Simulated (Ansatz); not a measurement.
## Molecular dynamics, with input and output: BH₄O₂F (part 1 of 5)

BH₄O₂F, computed with RKS r2SCAN/def2-SVP (Ansatz 0.2.0).

It belongs to a series of runs on one base structure; here: dynamics from the highest image of the converged band. Figures and captions count atoms from 1; the log counts them from 0 in places.

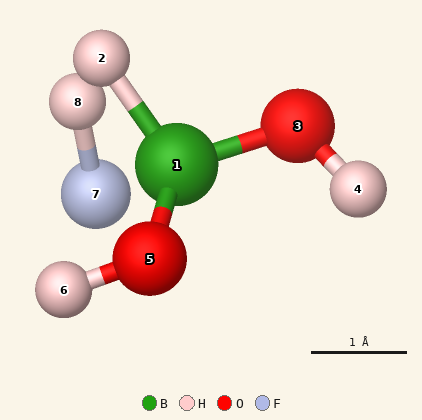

**Figure 1.** The structure as given in the input (ball-and-stick view, seen at a tilt; atoms are numbered from 1 in the order of the input). Bond lengths as drawn: B–H 1.37 Å, B–O 1.36 to 1.37 Å, F–H 1.18 Å and H–O 0.96 to 0.97 Å.

### Key numbers

| quantity | value |
| --- | --- |
| outcome | finished |
| mean temperature over the second half | 936 K |
| trajectory | 200 steps, 100 fs |
| ensemble | nve |
| temperature in the input | 100.0 K |
| time step | 0.5 fs |
| potential energy (last step) | −7545.2505 eV |
| mean-field energy (last step) | −7545.2505 eV |
| largest force (length of the vector) (last step) | 0.891 eV/Å |
| hardware | 2 threads of AMD EPYC (Zen 3), 32 GiB of memory available, shared host |
| wall time | 4.7 min (CPU time 9 min) |
| peak memory | 0.18 GiB |

### Notes

So short a trajectory is not equilibrated.

### Input
```yaml
crystal:
  periodic: [false, false, false]
  atoms:
    - { symbol: B, position_ang: [0.093176, -0.059262, 0.091306] }
    - { symbol: H, position_ang: [0.052006, -0.19242, 1.455965] }
    - { symbol: O, position_ang: [1.371509, -0.294758, -0.308749] }
    - { symbol: H, position_ang: [1.400272, -0.559643, -1.236712] }
    - { symbol: O, position_ang: [-0.983903, -0.542882, -0.596865] }
    - { symbol: H, position_ang: [-1.82647, -0.159817, -0.330064] }
    - { symbol: F, position_ang: [-0.160786, 1.601588, 0.422976] }
    - { symbol: H, position_ang: [-0.042103, 0.810793, 1.286144] }
basis:
  gaussian: { orbitals: def2-SVP }
hamiltonian:
  xc: r2scan
md:
  timestep: 0.5
  n_steps: 200
  ensemble: nve
  temperature: 100.0
  initial_velocities: maxwell_boltzmann
  seed: 10487
```

Launch command:
```bash
ansatz run input.yaml --threads 2 --pin off --max-ram 3072MiB --backend cpu --events-out ev --progress --plain --runs-dir out
```

### What the program printed
```
Engine: ansatz 0.2.0, x86_64-unknown-linux-gnu
Functional definition: r2SCAN
  parameter k0 = 0.174
  parameter k1 = 0.065
  parameter a1 = 4.9479
  exchange = r2scan_x(k0 = k0, k1 = k1, a1 = a1)
  correlation = r2scan_c
820 factors; their error is unknown
mean field evaluation 1: about -7537.6233 eV, gradient 6.5e1 eV
mean field evaluation 2: about -7526.2174 eV, gradient 1.0e2 eV
mean field evaluation 4: about -7544.6289 eV, gradient 3.4e0 eV
mean field evaluation 8: about -7544.6562 eV, gradient 1.9e-1 eV
mean field evaluation 16: about -7544.6273 eV, gradient 7.6e-5 eV
mean field -7544.62725723 eV, -277.2599377711 hartree, gradient 2.9e-5 eV, S^2 0.000000; 0 other end points of the search recorded, 0 dependent functions left out
the calculation of the forces begins
reference -7544.62726496 eV, -277.2599380553 hartree; 17, 17 occupied and 59, 59 virtual orbitals, 820 factors
md step     0: t =     0.00 fs  T =   100.0 K  F+E_penalty+E_count = -7544.62725723 eV  E_kin = 0.077556 eV  conserved = -7544.54970123 eV  (27 SCF iters)
these checks for a lower state are left out or cut short: starts, cluster_reference, orbital_swaps, neighbouring_geometries, increment
820 factors; their error is unknown
mean field -7544.62539107 eV, -277.2598691911 hartree, gradient 6.7e-6 eV, S^2 0.000000; 0 other end points of the search recorded, 0 dependent functions left out
the calculation of the forces begins
reference -7544.62539880 eV, -277.2598694750 hartree; 17, 17 occupied and 59, 59 virtual orbitals, 820 factors
md step     1: t =     0.50 fs  T =    97.6 K  F+E_penalty+E_count = -7544.62539107 eV  E_kin = 0.075722 eV  conserved = -7544.54966956 eV  (31 SCF iters)
[... from here on the SCF iterations and repeated set-up lines of each step are left out, up to the last step ...]
md step     2: t =     1.00 fs  T =    91.3 K  F+E_penalty+E_count = -7544.62038584 eV  E_kin = 0.070823 eV  conserved = -7544.54956334 eV  (31 SCF iters)
md step     3: t =     1.50 fs  T =    83.2 K  F+E_penalty+E_count = -7544.61392383 eV  E_kin = 0.064494 eV  conserved = -7544.54942987 eV  (31 SCF iters)
md step     4: t =     2.00 fs  T =    75.8 K  F+E_penalty+E_count = -7544.60808774 eV  E_kin = 0.058754 eV  conserved = -7544.54933400 eV  (31 SCF iters)
md step     5: t =     2.50 fs  T =    71.0 K  F+E_penalty+E_count = -7544.60437360 eV  E_kin = 0.055056 eV  conserved = -7544.54931736 eV  (31 SCF iters)
md step     6: t =     3.00 fs  T =    69.2 K  F+E_penalty+E_count = -7544.60305999 eV  E_kin = 0.053688 eV  conserved = -7544.54937174 eV  (31 SCF iters)
md step     7: t =     3.50 fs  T =    69.5 K  F+E_penalty+E_count = -7544.60332675 eV  E_kin = 0.053877 eV  conserved = -7544.54944937 eV  (32 SCF iters)
md step     8: t =     4.00 fs  T =    70.2 K  F+E_penalty+E_count = -7544.60397325 eV  E_kin = 0.054474 eV  conserved = -7544.54949964 eV  (32 SCF iters)
md step     9: t =     4.50 fs  T =    70.5 K  F+E_penalty+E_count = -7544.60419469 eV  E_kin = 0.054695 eV  conserved = -7544.54949987 eV  (31 SCF iters)
md step    10: t =     5.00 fs  T =    70.3 K  F+E_penalty+E_count = -7544.60394780 eV  E_kin = 0.054487 eV  conserved = -7544.54946086 eV  (31 SCF iters)
md step    11: t =     5.50 fs  T =    70.1 K  F+E_penalty+E_count = -7544.60380239 eV  E_kin = 0.054390 eV  conserved = -7544.54941229 eV  (31 SCF iters)
md step    12: t =     6.00 fs  T =    71.0 K  F+E_penalty+E_count = -7544.60448310 eV  E_kin = 0.055098 eV  conserved = -7544.54938559 eV  (31 SCF iters)
md step    13: t =     6.50 fs  T =    73.5 K  F+E_penalty+E_count = -7544.60638211 eV  E_kin = 0.056983 eV  conserved = -7544.54939910 eV  (32 SCF iters)
md step    14: t =     7.00 fs  T =    77.1 K  F+E_penalty+E_count = -7544.60926118 eV  E_kin = 0.059808 eV  conserved = -7544.54945339 eV  (31 SCF iters)
md step    15: t =     7.50 fs  T =    80.9 K  F+E_penalty+E_count = -7544.61224173 eV  E_kin = 0.062711 eV  conserved = -7544.54953056 eV  (31 SCF iters)
md step    16: t =     8.00 fs  T =    83.2 K  F+E_penalty+E_count = -7544.61409690 eV  E_kin = 0.064499 eV  conserved = -7544.54959774 eV  (31 SCF iters)
md step    17: t =     8.50 fs  T =    82.7 K  F+E_penalty+E_count = -7544.61377552 eV  E_kin = 0.064158 eV  conserved = -7544.54961786 eV  (29 SCF iters)
md step    18: t =     9.00 fs  T =    79.2 K  F+E_penalty+E_count = -7544.61098043 eV  E_kin = 0.061413 eV  conserved = -7544.54956716 eV  (31 SCF iters)
md step    19: t =     9.50 fs  T =    73.6 K  F+E_penalty+E_count = -7544.60652225 eV  E_kin = 0.057068 eV  conserved = -7544.54945388 eV  (31 SCF iters)
md step    20: t =    10.00 fs  T =    68.1 K  F+E_penalty+E_count = -7544.60217069 eV  E_kin = 0.052847 eV  conserved = -7544.54932354 eV  (31 SCF iters)
md step    21: t =    10.50 fs  T =    65.4 K  F+E_penalty+E_count = -7544.59994291 eV  E_kin = 0.050704 eV  conserved = -7544.54923864 eV  (30 SCF iters)
md step    22: t =    11.00 fs  T =    66.9 K  F+E_penalty+E_count = -7544.60115319 eV  E_kin = 0.051914 eV  conserved = -7544.54923905 eV  (31 SCF iters)
md step    23: t =    11.50 fs  T =    72.8 K  F+E_penalty+E_count = -7544.60580989 eV  E_kin = 0.056495 eV  conserved = -7544.54931469 eV  (30 SCF iters)
md step    24: t =    12.00 fs  T =    81.7 K  F+E_penalty+E_count = -7544.61276376 eV  E_kin = 0.063350 eV  conserved = -7544.54941425 eV  (31 SCF iters)
md step    25: t =    12.50 fs  T =    91.5 K  F+E_penalty+E_count = -7544.62048117 eV  E_kin = 0.070999 eV  conserved = -7544.54948200 eV  (30 SCF iters)
md step    26: t =    13.00 fs  T =   101.1 K  F+E_penalty+E_count = -7544.62789923 eV  E_kin = 0.078408 eV  conserved = -7544.54949102 eV  (31 SCF iters)
md step    27: t =    13.50 fs  T =   110.1 K  F+E_penalty+E_count = -7544.63485896 eV  E_kin = 0.085408 eV  conserved = -7544.54945117 eV  (30 SCF iters)
md step    28: t =    14.00 fs  T =   119.4 K  F+E_penalty+E_count = -7544.64197700 eV  E_kin = 0.092582 eV  conserved = -7544.54939543 eV  (30 SCF iters)
md step    29: t =    14.50 fs  T =   130.0 K  F+E_penalty+E_count = -7544.65014837 eV  E_kin = 0.100789 eV  conserved = -7544.54935913 eV  (30 SCF iters)
md step    30: t =    15.00 fs  T =   142.6 K  F+E_penalty+E_count = -7544.65998938 eV  E_kin = 0.110623 eV  conserved = -7544.54936633 eV  (30 SCF iters)
md step    31: t =    15.50 fs  T =   157.4 K  F+E_penalty+E_count = -7544.67145857 eV  E_kin = 0.122037 eV  conserved = -7544.54942128 eV  (29 SCF iters)
md step    32: t =    16.00 fs  T =   173.1 K  F+E_penalty+E_count = -7544.68378728 eV  E_kin = 0.134280 eV  conserved = -7544.54950728 eV  (29 SCF iters)
md step    33: t =    16.50 fs  T =   188.5 K  F+E_penalty+E_count = -7544.69574509 eV  E_kin = 0.146155 eV  conserved = -7544.54959016 eV  (29 SCF iters)
md step    34: t =    17.00 fs  T =   201.9 K  F+E_penalty+E_count = -7544.70617727 eV  E_kin = 0.156549 eV  conserved = -7544.54962874 eV  (29 SCF iters)
md step    35: t =    17.50 fs  T =   212.8 K  F+E_penalty+E_count = -7544.71464416 eV  E_kin = 0.165053 eV  conserved = -7544.54959149 eV  (29 SCF iters)
md step    36: t =    18.00 fs  T =   222.3 K  F+E_penalty+E_count = -7544.72188620 eV  E_kin = 0.172408 eV  conserved = -7544.54947798 eV  (30 SCF iters)
md step    37: t =    18.50 fs  T =   232.7 K  F+E_penalty+E_count = -7544.72980049 eV  E_kin = 0.180472 eV  conserved = -7544.54932887 eV  (28 SCF iters)
md step    38: t =    19.00 fs  T =   247.0 K  F+E_penalty+E_count = -7544.74078830 eV  E_kin = 0.191576 eV  conserved = -7544.54921259 eV  (29 SCF iters)
md step    39: t =    19.50 fs  T =   267.6 K  F+E_penalty+E_count = -7544.75669988 eV  E_kin = 0.207512 eV  conserved = -7544.54918798 eV  (29 SCF iters)
md step    40: t =    20.00 fs  T =   294.9 K  F+E_penalty+E_count = -7544.77794207 eV  E_kin = 0.228674 eV  conserved = -7544.54926819 eV  (29 SCF iters)
md step    41: t =    20.50 fs  T =   327.3 K  F+E_penalty+E_count = -7544.80328247 eV  E_kin = 0.253868 eV  conserved = -7544.54941431 eV  (29 SCF iters)
md step    42: t =    21.00 fs  T =   362.2 K  F+E_penalty+E_count = -7544.83044216 eV  E_kin = 0.280879 eV  conserved = -7544.54956283 eV  (29 SCF iters)
md step    43: t =    21.50 fs  T =   396.4 K  F+E_penalty+E_count = -7544.85707723 eV  E_kin = 0.307416 eV  conserved = -7544.54966096 eV  (30 SCF iters)
md step    44: t =    22.00 fs  T =   428.0 K  F+E_penalty+E_count = -7544.88161014 eV  E_kin = 0.331923 eV  conserved = -7544.54968740 eV  (29 SCF iters)
md step    45: t =    22.50 fs  T =   456.4 K  F+E_penalty+E_count = -7544.90358630 eV  E_kin = 0.353935 eV  conserved = -7544.54965087 eV  (29 SCF iters)
md step    46: t =    23.00 fs  T =   482.2 K  F+E_penalty+E_count = -7544.92354609 eV  E_kin = 0.373966 eV  conserved = -7544.54958030 eV  (29 SCF iters)
md step    47: t =    23.50 fs  T =   506.8 K  F+E_penalty+E_count = -7544.94257900 eV  E_kin = 0.393069 eV  conserved = -7544.54950965 eV  (28 SCF iters)
md step    48: t =    24.00 fs  T =   531.6 K  F+E_penalty+E_count = -7544.96178448 eV  E_kin = 0.412318 eV  conserved = -7544.54946675 eV  (28 SCF iters)
md step    49: t =    24.50 fs  T =   557.5 K  F+E_penalty+E_count = -7544.98183066 eV  E_kin = 0.432366 eV  conserved = -7544.54946477 eV  (28 SCF iters)
md step    50: t =    25.00 fs  T =   584.4 K  F+E_penalty+E_count = -7545.00274950 eV  E_kin = 0.453251 eV  conserved = -7544.54949810 eV  (28 SCF iters)
md step    51: t =    25.50 fs  T =   611.8 K  F+E_penalty+E_count = -7545.02403389 eV  E_kin = 0.474491 eV  conserved = -7544.54954302 eV  (28 SCF iters)
md step    52: t =    26.00 fs  T =   638.8 K  F+E_penalty+E_count = -7545.04500986 eV  E_kin = 0.495441 eV  conserved = -7544.54956901 eV  (28 SCF iters)
md step    53: t =    26.50 fs  T =   665.0 K  F+E_penalty+E_count = -7545.06530740 eV  E_kin = 0.515752 eV  conserved = -7544.54955564 eV  (28 SCF iters)
md step    54: t =    27.00 fs  T =   690.7 K  F+E_penalty+E_count = -7545.08517087 eV  E_kin = 0.535664 eV  conserved = -7544.54950669 eV  (28 SCF iters)
md step    55: t =    27.50 fs  T =   716.8 K  F+E_penalty+E_count = -7545.10537563 eV  E_kin = 0.555918 eV  conserved = -7544.54945739 eV  (28 SCF iters)
md step    56: t =    28.00 fs  T =   744.3 K  F+E_penalty+E_count = -7545.12670583 eV  E_kin = 0.577258 eV  conserved = -7544.54944776 eV  (27 SCF iters)
md step    57: t =    28.50 fs  T =   773.4 K  F+E_penalty+E_count = -7545.14932042 eV  E_kin = 0.599814 eV  conserved = -7544.54950613 eV  (26 SCF iters)
md step    58: t =    29.00 fs  T =   802.9 K  F+E_penalty+E_count = -7545.17235127 eV  E_kin = 0.622728 eV  conserved = -7544.54962331 eV  (27 SCF iters)
md step    59: t =    29.50 fs  T =   830.7 K  F+E_penalty+E_count = -7545.19404013 eV  E_kin = 0.644280 eV  conserved = -7544.54975987 eV  (27 SCF iters)
md step    60: t =    30.00 fs  T =   854.2 K  F+E_penalty+E_count = -7545.21234931 eV  E_kin = 0.662484 eV  conserved = -7544.54986550 eV  (27 SCF iters)
md step    61: t =    30.50 fs  T =   871.5 K  F+E_penalty+E_count = -7545.22576147 eV  E_kin = 0.675868 eV  conserved = -7544.54989365 eV  (27 SCF iters)
md step    62: t =    31.00 fs  T =   882.2 K  F+E_penalty+E_count = -7545.23399153 eV  E_kin = 0.684168 eV  conserved = -7544.54982363 eV  (27 SCF iters)
md step    63: t =    31.50 fs  T =   887.9 K  F+E_penalty+E_count = -7545.23828059 eV  E_kin = 0.688605 eV  conserved = -7544.54967524 eV  (27 SCF iters)
md step    64: t =    32.00 fs  T =   891.7 K  F+E_penalty+E_count = -7545.24107953 eV  E_kin = 0.691580 eV  conserved = -7544.54950003 eV  (27 SCF iters)
md step    65: t =    32.50 fs  T =   897.2 K  F+E_penalty+E_count = -7545.24522442 eV  E_kin = 0.695860 eV  conserved = -7544.54936399 eV  (27 SCF iters)
md step    66: t =    33.00 fs  T =   907.2 K  F+E_penalty+E_count = -7545.25289633 eV  E_kin = 0.703575 eV  conserved = -7544.54932168 eV  (27 SCF iters)
md step    67: t =    33.50 fs  T =   922.4 K  F+E_penalty+E_count = -7545.26478198 eV  E_kin = 0.715393 eV  conserved = -7544.54938892 eV  (28 SCF iters)
md step    68: t =    34.00 fs  T =   941.6 K  F+E_penalty+E_count = -7545.27982631 eV  E_kin = 0.730291 eV  conserved = -7544.54953552 eV  (27 SCF iters)
md step    69: t =    34.50 fs  T =   961.9 K  F+E_penalty+E_count = -7545.29570419 eV  E_kin = 0.746007 eV  conserved = -7544.54969748 eV  (27 SCF iters)
md step    70: t =    35.00 fs  T =   980.0 K  F+E_penalty+E_count = -7545.30982712 eV  E_kin = 0.760025 eV  conserved = -7544.54980246 eV  (27 SCF iters)
md step    71: t =    35.50 fs  T =   993.7 K  F+E_penalty+E_count = -7545.32045283 eV  E_kin = 0.770644 eV  conserved = -7544.54980923 eV  (27 SCF iters)
md step    72: t =    36.00 fs  T =  1002.6 K  F+E_penalty+E_count = -7545.32732511 eV  E_kin = 0.777595 eV  conserved = -7544.54973055 eV  (27 SCF iters)
md step    73: t =    36.50 fs  T =  1008.1 K  F+E_penalty+E_count = -7545.33150074 eV  E_kin = 0.781877 eV  conserved = -7544.54962330 eV  (27 SCF iters)
md step    74: t =    37.00 fs  T =  1012.1 K  F+E_penalty+E_count = -7545.33450523 eV  E_kin = 0.784953 eV  conserved = -7544.54955248 eV  (27 SCF iters)
md step    75: t =    37.50 fs  T =  1015.8 K  F+E_penalty+E_count = -7545.33736976 eV  E_kin = 0.787821 eV  conserved = -7544.54954854 eV  (27 SCF iters)
md step    76: t =    38.00 fs  T =  1019.4 K  F+E_penalty+E_count = -7545.34016809 eV  E_kin = 0.790574 eV  conserved = -7544.54959366 eV  (27 SCF iters)
md step    77: t =    38.50 fs  T =  1022.0 K  F+E_penalty+E_count = -7545.34228713 eV  E_kin = 0.792651 eV  conserved = -7544.54963630 eV  (26 SCF iters)
md step    78: t =    39.00 fs  T =  1023.2 K  F+E_penalty+E_count = -7545.34318520 eV  E_kin = 0.793555 eV  conserved = -7544.54962979 eV  (27 SCF iters)
md step    79: t =    39.50 fs  T =  1023.2 K  F+E_penalty+E_count = -7545.34308766 eV  E_kin = 0.793527 eV  conserved = -7544.54956103 eV  (29 SCF iters)
md step    80: t =    40.00 fs  T =  1023.4 K  F+E_penalty+E_count = -7545.34317155 eV  E_kin = 0.793714 eV  conserved = -7544.54945779 eV  (29 SCF iters)
md step    81: t =    40.50 fs  T =  1026.0 K  F+E_penalty+E_count = -7545.34513127 eV  E_kin = 0.795761 eV  conserved = -7544.54937062 eV  (29 SCF iters)
md step    82: t =    41.00 fs  T =  1032.8 K  F+E_penalty+E_count = -7545.35037844 eV  E_kin = 0.801030 eV  conserved = -7544.54934875 eV  (29 SCF iters)
md step    83: t =    41.50 fs  T =  1044.2 K  F+E_penalty+E_count = -7545.35926526 eV  E_kin = 0.809848 eV  conserved = -7544.54941753 eV  (29 SCF iters)
md step    84: t =    42.00 fs  T =  1058.7 K  F+E_penalty+E_count = -7545.37068254 eV  E_kin = 0.821116 eV  conserved = -7544.54956661 eV  (27 SCF iters)
md step    85: t =    42.50 fs  T =  1073.4 K  F+E_penalty+E_count = -7545.38223374 eV  E_kin = 0.832486 eV  conserved = -7544.54974730 eV  (28 SCF iters)
md step    86: t =    43.00 fs  T =  1084.5 K  F+E_penalty+E_count = -7545.39100421 eV  E_kin = 0.841117 eV  conserved = -7544.54988700 eV  (28 SCF iters)
md step    87: t =    43.50 fs  T =  1089.3 K  F+E_penalty+E_count = -7545.39470754 eV  E_kin = 0.844792 eV  conserved = -7544.54991556 eV  (28 SCF iters)
md step    88: t =    44.00 fs  T =  1086.9 K  F+E_penalty+E_count = -7545.39277401 eV  E_kin = 0.842972 eV  conserved = -7544.54980213 eV  (28 SCF iters)
md step    89: t =    44.50 fs  T =  1079.5 K  F+E_penalty+E_count = -7545.38681802 eV  E_kin = 0.837235 eV  conserved = -7544.54958281 eV  (28 SCF iters)
md step    90: t =    45.00 fs  T =  1071.1 K  F+E_penalty+E_count = -7545.38007760 eV  E_kin = 0.830722 eV  conserved = -7544.54935523 eV  (28 SCF iters)
md step    91: t =    45.50 fs  T =  1065.9 K  F+E_penalty+E_count = -7545.37593528 eV  E_kin = 0.826706 eV  conserved = -7544.54922919 eV  (28 SCF iters)
md step    92: t =    46.00 fs  T =  1066.3 K  F+E_penalty+E_count = -7545.37627097 eV  E_kin = 0.827010 eV  conserved = -7544.54926066 eV  (27 SCF iters)
md step    93: t =    46.50 fs  T =  1071.8 K  F+E_penalty+E_count = -7545.38062513 eV  E_kin = 0.831206 eV  conserved = -7544.54941870 eV  (27 SCF iters)
md step    94: t =    47.00 fs  T =  1079.3 K  F+E_penalty+E_count = -7545.38665566 eV  E_kin = 0.837044 eV  conserved = -7544.54961135 eV  (27 SCF iters)
md step    95: t =    47.50 fs  T =  1085.4 K  F+E_penalty+E_count = -7545.39151273 eV  E_kin = 0.841767 eV  conserved = -7544.54974584 eV  (27 SCF iters)
md step    96: t =    48.00 fs  T =  1087.6 K  F+E_penalty+E_count = -7545.39324028 eV  E_kin = 0.843463 eV  conserved = -7544.54977691 eV  (26 SCF iters)
md step    97: t =    48.50 fs  T =  1085.4 K  F+E_penalty+E_count = -7545.39147302 eV  E_kin = 0.841757 eV  conserved = -7544.54971643 eV  (27 SCF iters)
md step    98: t =    49.00 fs  T =  1080.0 K  F+E_penalty+E_count = -7545.38725409 eV  E_kin = 0.837640 eV  conserved = -7544.54961390 eV  (27 SCF iters)
md step    99: t =    49.50 fs  T =  1073.7 K  F+E_penalty+E_count = -7545.38226222 eV  E_kin = 0.832736 eV  conserved = -7544.54952649 eV  (27 SCF iters)
md step   100: t =    50.00 fs  T =  1068.2 K  F+E_penalty+E_count = -7545.37790952 eV  E_kin = 0.828415 eV  conserved = -7544.54949423 eV  (28 SCF iters)
md step   101: t =    50.50 fs  T =  1064.0 K  F+E_penalty+E_count = -7545.37470685 eV  E_kin = 0.825180 eV  conserved = -7544.54952639 eV  (28 SCF iters)
md step   102: t =    51.00 fs  T =  1060.6 K  F+E_penalty+E_count = -7545.37212773 eV  E_kin = 0.822530 eV  conserved = -7544.54959758 eV  (28 SCF iters)
md step   103: t =    51.50 fs  T =  1056.5 K  F+E_penalty+E_count = -7545.36902103 eV  E_kin = 0.819364 eV  conserved = -7544.54965709 eV  (27 SCF iters)
md step   104: t =    52.00 fs  T =  1050.5 K  F+E_penalty+E_count = -7545.36441375 eV  E_kin = 0.814762 eV  conserved = -7544.54965166 eV  (27 SCF iters)
md step   105: t =    52.50 fs  T =  1042.8 K  F+E_penalty+E_count = -7545.35833146 eV  E_kin = 0.808772 eV  conserved = -7544.54955923 eV  (27 SCF iters)
md step   106: t =    53.00 fs  T =  1035.0 K  F+E_penalty+E_count = -7545.35211901 eV  E_kin = 0.802704 eV  conserved = -7544.54941537 eV  (27 SCF iters)
md step   107: t =    53.50 fs  T =  1029.7 K  F+E_penalty+E_count = -7545.34788308 eV  E_kin = 0.798578 eV  conserved = -7544.54930548 eV  (27 SCF iters)
md step   108: t =    54.00 fs  T =  1028.8 K  F+E_penalty+E_count = -7545.34720575 eV  E_kin = 0.797893 eV  conserved = -7544.54931320 eV  (28 SCF iters)
md step   109: t =    54.50 fs  T =  1032.1 K  F+E_penalty+E_count = -7545.34989900 eV  E_kin = 0.800439 eV  conserved = -7544.54946003 eV  (27 SCF iters)
md step   110: t =    55.00 fs  T =  1036.7 K  F+E_penalty+E_count = -7545.35369744 eV  E_kin = 0.804014 eV  conserved = -7544.54968380 eV  (28 SCF iters)
md step   111: t =    55.50 fs  T =  1038.4 K  F+E_penalty+E_count = -7545.35520316 eV  E_kin = 0.805328 eV  conserved = -7544.54987504 eV  (27 SCF iters)
```
